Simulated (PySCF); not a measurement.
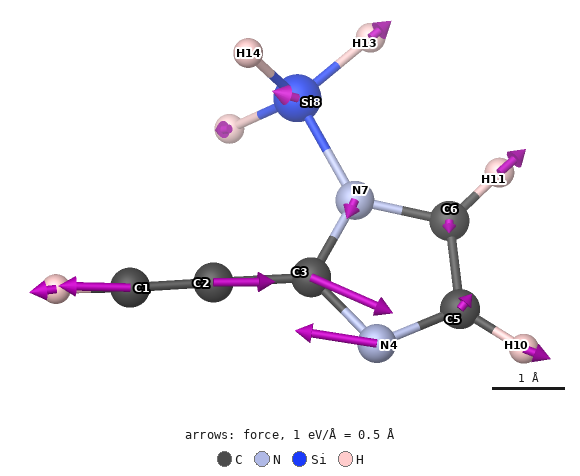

Starting geometry of C5H6N2Si with the computed forces as purple arrows. Style: ball-and-stick. Shown at a tilt.

The start comes from GFN2-xTB. Its atoms were then displaced at random by about 0.01 Å.

The calculation used PySCF, PBE0-D3(BJ)/def2-SVP geometry optimisation, gas phase. 

What follows when this structure is relaxed?

Answer. It isn't relaxed: the largest force vector, on a C atom, is 2.55 eV/Å. The final displacements follow the starting forces only in part (cosine between the two patterns 0.41). An H atom moves most after the best rigid fit: 0.079 Å. Largest moves by element: H 0.079 Å, C 0.067 Å, Si 0.049 Å, N 0.031 Å. Near-neighbour distances that change, for instance: H–Si 1.447 → 1.488 Å, C–N 1.355 → 1.316 Å, N–Si 1.752 → 1.787 Å, C–N 1.328 → 1.360 Å. Among the angles between lasting bonds that change: C–C–N 123.4° → 120.7°, C–C–C 179.4° → 177.2°, N–Si–H 107.3° → 109.5°. The energy falls by 18.9 kJ/mol in 8 geometry steps. The run took 69 s on 1 thread of AMD EPYC 7B13 (shared host).
